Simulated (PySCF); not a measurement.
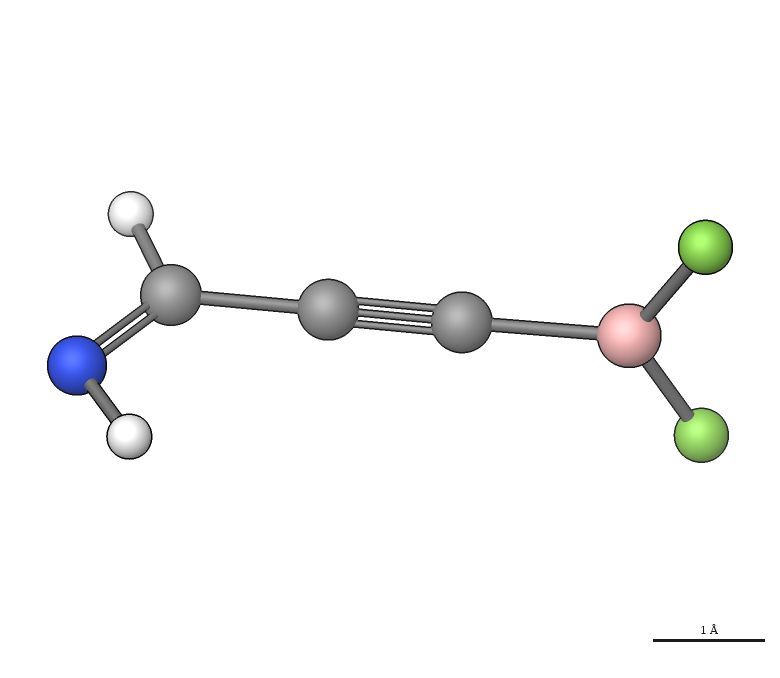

Rendered structure (ball-and-stick style). Double and triple bonds are drawn as two and three sticks. Colours: nitrogen blue, carbon grey, boron pink, fluorine green, hydrogen white.

The computed structure is the end point of a PBE0-D3(BJ)/def2-SVP optimisation. No frequency run is at hand to confirm it as a minimum.

Identify the structure.

The molecule is C₃H₂BF₂N. Its SMILES string is `[H]/N=C\C#CB(F)F`. It has no ring. Among its groups: alkyne, imine. Coordination: 1 N bent; 1 C trigonal planar; 2 C linear; 1 B trigonal planar.

The parts below concern this one geometry. Atoms keep their numbers from picture to picture.

## Geometry

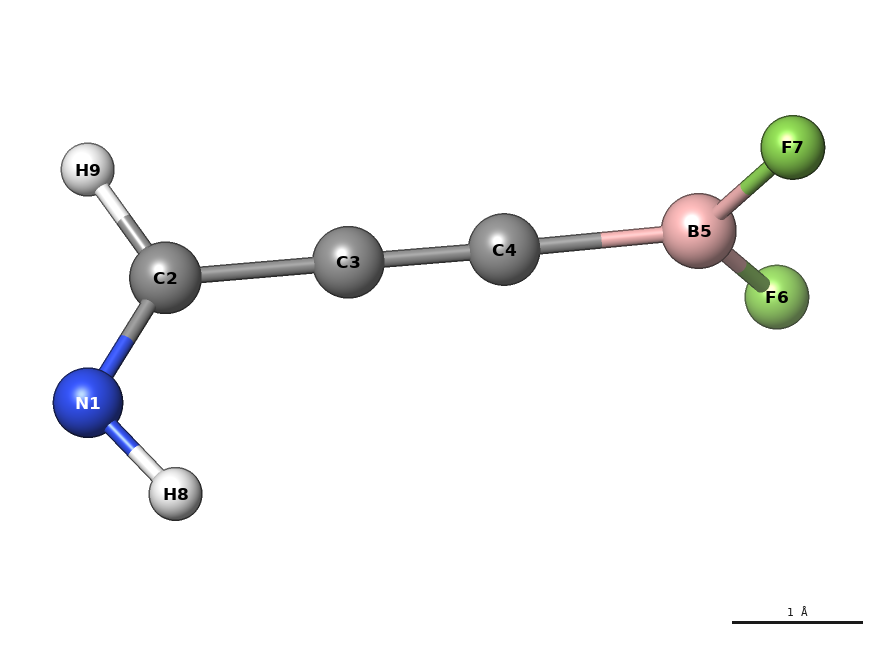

Atoms carry their numbers in the input. No frequency run is at hand to confirm it as a minimum.

What are the angles C2–N1–H8, N1–C2–C3, N1–C2–H9, C3–C2–H9, C2–C3–C4, C3–C4–B5, C4–B5–F6, C4–B5–F7, F6–B5–F7?

```csv
angle,degrees
C2–N1–H8,110.3
N1–C2–C3,126.1
N1–C2–H9,118.5
C3–C2–H9,115.4
C2–C3–C4,179.6
C3–C4–B5,179.2
C4–B5–F6,121.1
C4–B5–F7,120.8
F6–B5–F7,118.1
```

## Electronic properties

No frequency run is at hand to confirm it as a minimum. Level of theory: PBE0/pcJ-1, gas phase (PySCF 2.14.0).

Predict the main results.

- dipole moment: 0.26 D
- HOMO energy (Kohn–Sham orbital): −8.58 eV
- LUMO energy (Kohn–Sham orbital): −2.06 eV
- HOMO–LUMO gap: 6.52 eV

## Quadrupole coupling

No frequency run is at hand to confirm it as a minimum. Electric field gradients from the ground-state density, KT2/pcJ-1 (PySCF 2.14.0), non-relativistic apart from any core potentials.

Give the largest field-gradient component, the quadrupole coupling constant and the asymmetry for 14N at N1 (Q = 20.44 mb), 11B at B5 (Q = 40.59 mb), 2H at H8 (Q = 2.86 mb), 2H at H9 (Q = 2.86 mb).

| atom | V_zz (a.u.) | e²qQ/h (MHz) | η |
| --- | --- | --- | --- |
| N1 | −0.954 | −4.58 | 0.48 |
| B5 | 0.260 | 2.48 | 0.46 |
| H8 | 0.346 | 0.233 | 0.01 |
| H9 | 0.270 | 0.182 | 0.06 |

## Spin–spin coupling

No frequency run is at hand to confirm it as a minimum. Method: PBE0/pcJ-1 indirect spin-spin coupling, non-relativistic, gas phase (PySCF 2.14.0). Isotopes: 11B, 13C, 19F, 1H, 15N.

Give the spin–spin coupling constants of these pairs, with the number of bonds between them: C2/H9, C2/C3, C3/C4, B5/F6, B5/F7, N1/H9, C2/C4, C3/H9, N1/C4, C3/H8, C4/H9.

```
  pair  bonds apart  J (Hz)
C2, H9            1   187.6
C2, C3            1    80.7
C3, C4            1   175.4
B5, F6            1   −96.7
B5, F7            1   −97.3
N1, H9            2   −11.7
C2, C4            2     7.3
C3, H9            2    15.5
N1, C4            3    −3.1
C3, H8            3    17.3
C4, H9            3     5.0
```

Density functionals are unreliable for couplings to fluorine, so those rows may be far off.
